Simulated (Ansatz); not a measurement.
Electronic density of states of amorphous Si30N42Ca3, density 3.00 g/cm³, on a 2×2×2 Γ-centred mesh with a Gaussian width of 0.1 eV; energies count from the Fermi level, whose place inside the gap is arbitrary. Cell and mesh are small, so fine structure isn't converged. Method: PBE, scalar-relativistic without spin-orbit coupling (plane waves to 420 eV, PAW; Ansatz, a quantum-chemistry and plane-wave program). Sampling: a 2×2×2 Γ-centred mesh; Fermi-Dirac width 0.02 eV; no spin polarisation. At PBE the levels at the filled edge of the gap are localised (band-tail or defect states), and the nearest spread-out levels lie 3.0 eV apart at the zone centre.

The cell was made by melting and quenching with the CHGNet potential and then relaxed with DFT. N atoms were pushed apart under 1.9 Å during the dynamics, to hinder bonds among them. The hot cell started wider than the set density and was brought back towards it in steps. It is the lowest in DFT energy of 2 quenches. It is a model cell: composition and starting density were chosen by hand, and all elements were melted together. No dispersion term was used. Its density started from a set value of 3.00 and ended at 3.00 g/cm³. The simulated quench (nominally 450 K/ps over its main leg) is rapid and tends to freeze in more defects than a deposited or slowly cooled glass has. One small periodic cell is one sample of the glass; other quenches scatter about these values. The volume was held where the preparation left it and the shape relaxed, at a PBE pressure of 5.5 GPa. Stress components on the final sampling reach 5.6 GPa.

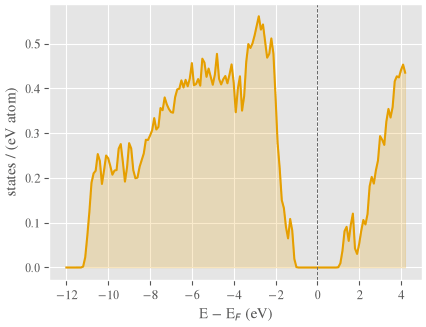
Density of states per atom

The level gap on this mesh is 2.41 eV; the broadening fills part of it in the curve.
